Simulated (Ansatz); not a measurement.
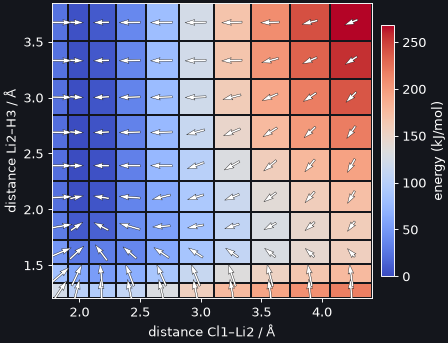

Energy landscape of the system Cl + LiH, spin multiplicity 2. 
- First axis: distance Cl1–Li2. Second axis: distance Li2–H3.
- Nothing is relaxed (the angle Cl1–Li2–H3 is fixed at 180 degrees).
- The scan uses a 10 × 10 grid.
- Energies: kJ/mol, counted from the lowest grid point.
- Energies and slopes of some neighbouring points disagree (a jump in structure or state, or too coarse a mesh).
- Level of theory: UKS PBE-D4/def2-SVPD (Ansatz 0.2.0).

In the figure: one coloured cell a grid point, arrows along the force (downhill), their lengths compressed. 

### What does the map say about the system?

The lowest grid point is at distance Cl1–Li2 = 1.978 Å, distance Li2–H3 = 2.390 Å. The highest grid point, distance Cl1–Li2 = 4.240 Å, distance Li2–H3 = 3.672 Å, lies 268 kJ/mol above the lowest.

The values on the grid:

| distance Li2–H3 ↓, distance Cl1–Li2 → | 1.840 | 1.978 | 2.180 | 2.415 | 2.676 | 2.958 | 3.257 | 3.571 | 3.899 | 4.240 |
| --- | --- | --- | --- | --- | --- | --- | --- | --- | --- | --- |
| 3.672 | 25 | 4 | 8 | 38 | 80 | 124 | 168 | 209 | 242 | 268 |
| 3.331 | 24 | 3 | 7 | 37 | 79 | 122 | 166 | 203 | 232 | 256 |
| 3.003 | 23 | 2 | 6 | 35 | 77 | 120 | 159 | 192 | 218 | 239 |
| 2.689 | 21 | 1 | 5 | 34 | 76 | 113 | 147 | 176 | 200 | 218 |
| 2.390 | 21 | 0 | 4 | 33 | 75 | 101 | 131 | 157 | 178 | 195 |
| 2.108 | 23 | 2 | 6 | 35 | 61 | 92 | 116 | 139 | 158 | 172 |
| 1.847 | 30 | 9 | 14 | 43 | 55 | 83 | 108 | 129 | 145 | 158 |
| 1.612 | 48 | 27 | 32 | 37 | 61 | 87 | 110 | 129 | 144 | 155 |
| 1.410 | 82 | 59 | 53 | 66 | 89 | 113 | 135 | 152 | 166 | 176 |
| 1.272 | 124 | 102 | 96 | 109 | 132 | 155 | 176 | 193 | 206 | 217 |

The input of one point:

```yaml
crystal:
  periodic: [false, false, false]
  atoms:
    - { symbol: Cl, position_ang: [-1.978, 0.0, 0.0] }
    - { symbol: Li, position_ang: [0.0, 0.0, 0.0] }
    - { symbol: H, position_ang: [2.39, 0.0, 0.0] }
magnetization:
  spin_polarized: true
  initial_magnetization: 1
basis:
  gaussian: { orbitals: def2-SVPD }
hamiltonian:
  xc: pbe
  dispersion: d4
output:
  forces: true
```

The whole map (100 points run) took 8 min on 1 thread of Intel(R) Xeon(R) Platinum 8488C (Sapphire Rapids), on a shared host.
